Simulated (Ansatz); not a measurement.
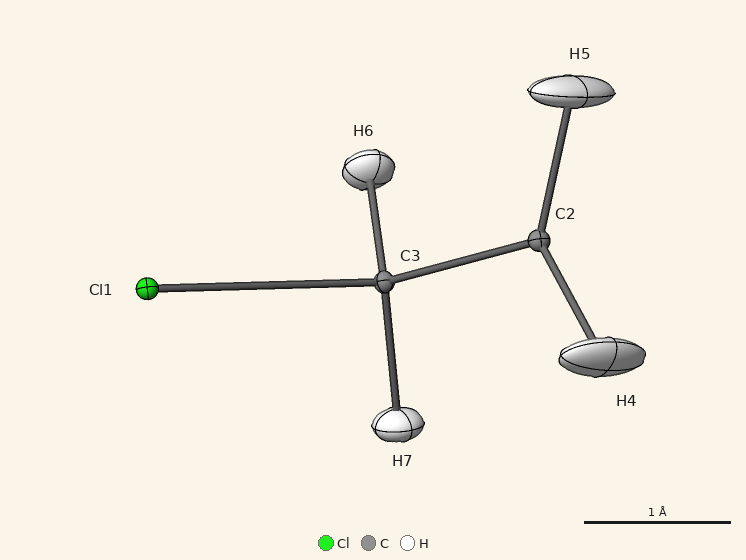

Displacement ellipsoids at the 50 % level, from the internal vibrations of the free molecule (harmonic, no overall translation or rotation; no half-axis is drawn under 0.075 Å). The species is neutral and a spin doublet. Vibrations computed with UKS PBE0-D4/def2-TZVP (Ansatz 0.2.0). Temperature: 0 K (zero-point motion alone).

### Which atom moves most?

H4, H5, with U_eq = 0.0239 Å².

### Does H4 move more along its bond or across it?

Across it: the root-mean-square amplitude is 0.072 Å along the bond and up to 0.231 Å across, since bending and torsion are softer than stretching.

List U_eq and the three principal root-mean-square amplitudes for each kind of atom.

```csv
atom,U_eq (Å²),rms amplitudes (Å)
Cl1,0.00021,"0.006, 0.009, 0.023"
C2,0.0010,"0.017, 0.024, 0.047"
C3,0.0012,"0.026, 0.034, 0.043"
"H4, H5",0.0239,"0.071, 0.115, 0.231"
"H6, H7",0.0108,"0.075, 0.115, 0.117"
```
